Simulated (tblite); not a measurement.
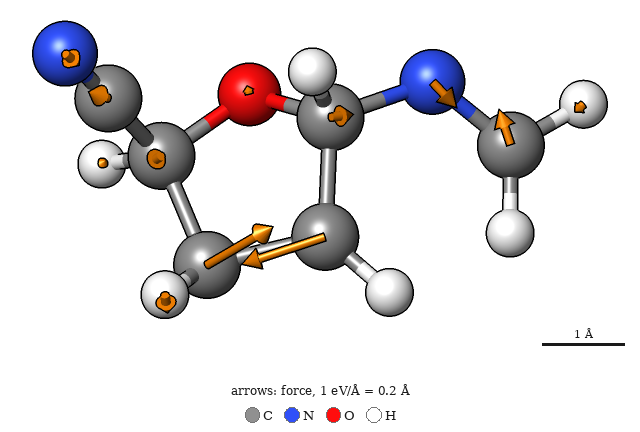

Starting geometry of C6H6N2O (charge +1, multiplicity 2) with the computed forces as orange arrows. The picture is a ball-and-stick view, seen at a tilt.

Computed with tblite, GFN2-xTB geometry optimisation, gas phase. 

> What follows when this structure is relaxed?

It isn't relaxed: the largest force vector, on a C atom, is 6.01 eV/Å. The final displacements have little in common with the starting forces (cosine between the two patterns 0.20). The atom that moves furthest after the best rigid fit is an H atom (2.70 Å). Largest moves by element: H 2.70 Å, N 1.14 Å, C 0.65 Å, O 0.65 Å. Among the contacts that change: C–C 1.518 → 1.331 Å, C–N 1.273 → 1.237 Å, C–H 1.108 → 1.074 Å, C–O 1.385 → 1.410 Å. Among the angles between lasting bonds that change: C–C–H 110.6° → 128.4°, C–C–H 110.2° → 122.6°, C–O–C 103.3° → 110.5°. Groups turn about C–N by about 160°. The energy falls by 54.9 kcal/mol in 182 geometry steps.
